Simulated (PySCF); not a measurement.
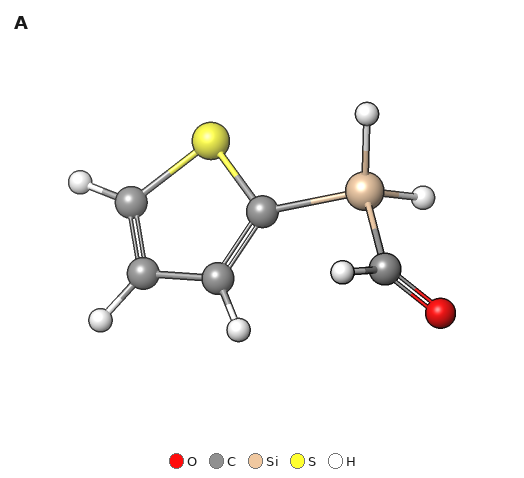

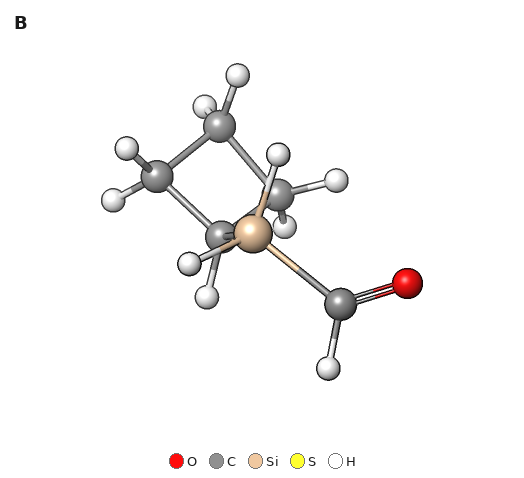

Two related species, optimised with GFN2-xTB; properties computed with PySCF 2.14.0. Both: charge 0, singlet.

**What are A and B?**

A is C5H6OSSi (O=C[SiH2]c1cccs1), B is C5H10OSi (O=C[SiH2]C1CCC1).

Compare them. With B3LYP/def2-SVPD: dipole moment (D), HOMO–LUMO gap (eV), HOMO energy (Kohn–Sham orbital) (eV), lowest vertical singlet excitation (eV), mean static polarisability (bohr³). With GFN2-xTB: mean Si–C length (Å), mean Si–H length (Å).

```json
{"quantity": "dipole moment (D)", "A": "2.81", "B": "2.99"}
{"quantity": "HOMO–LUMO gap (eV)", "A": "4.96", "B": "4.90"}
{"quantity": "HOMO energy (Kohn–Sham orbital) (eV)", "A": "−6.92", "B": "−6.67"}
{"quantity": "lowest vertical singlet excitation (eV)", "A": "3.21", "B": "3.18"}
{"quantity": "mean static polarisability (bohr³)", "A": "104.7", "B": "87.4"}
{"quantity": "mean Si–C length (Å)", "A": "1.896", "B": "1.910"}
{"quantity": "mean Si–H length (Å)", "A": "1.464", "B": "1.465"}
```

Each is one conformer, and no frequency run is at hand to confirm it as a minimum.

The geometry is semi-empirical. Around Si such bond lengths and angles can be off by a tenth of an ångström or more and by several degrees, and values that hang on the shape move with them.
